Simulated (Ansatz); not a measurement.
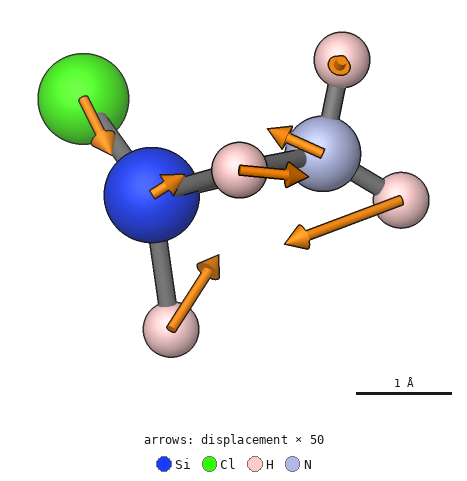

This is a saddle-point search of SiNH₄Cl. The starting structure is drawn; orange arrows show the displacements, magnified 50 times. The two geometries are superimposed by the best rigid fit.

The picture is a ball-and-stick view, seen at a tilt.

The reaction that was planned forms Si1–H3, Si1–N4 and breaks H3–N4 (atoms numbered from 1 in input order).

Theory: Ansatz, RKS PBE0-D4/def2-TZVP.

Input
```yaml
crystal:
  periodic: [false, false, false]
  atoms:
    - {symbol: Si, position_ang: [-0.403805, -0.542218, -0.744733]}
    - {symbol: Cl, position_ang: [1.095410, -1.982821, -1.045281]}
    - {symbol: H, position_ang: [-0.578856, 1.073266, -0.596302]}
    - {symbol: N, position_ang: [0.191616, 0.727062, 0.496835]}
    - {symbol: H, position_ang: [-1.411838, -1.222370, 0.134814]}
    - {symbol: H, position_ang: [1.036577, 1.234642, 0.240255]}
    - {symbol: H, position_ang: [0.070698, 0.712337, 1.514412]}
basis:
  gaussian: {orbitals: def2-TZVP}
hamiltonian: {xc: pbe0, dispersion: d4}
saddle:
  f_tol: 0.01
  max_steps: 150
  mode_guess:
    - [0.1223, 0.2377, 0.3675]
    - [-0.0803, 0.0769, -0.0775]
    - [-0.2357, -0.1559, -0.7147]
    - [0.1460, -0.1421, 0.2634]
    - [-0.0512, 0.0199, -0.0737]
    - [-0.0379, 0.0400, 0.0472]
    - [0.1368, -0.0766, 0.1879]
```

> Atoms of which element are displaced furthest, and by how much?

Hydrogen: up to 0.029 Å, against 0.016 Å for chlorine.

> What happened in the run?

The largest move after the best rigid fit is that of H7, 0.029 Å. By element the largest moves are H 0.029 Å, Cl 0.016 Å, N 0.013 Å, Si 0.009 Å. Among the contacts that change: Si1–N4 1.873 → 1.854 Å, H3–N4 1.381 → 1.364 Å, Si1–Cl2 2.101 → 2.086 Å, N4–H7 1.025 → 1.017 Å. The search converged after 8 steps with a largest force component of 0.00029 eV/Å and a curvature of −15.90 eV/Å² along the mode that it followed. The run took about 3 core-minutes on a shared host.
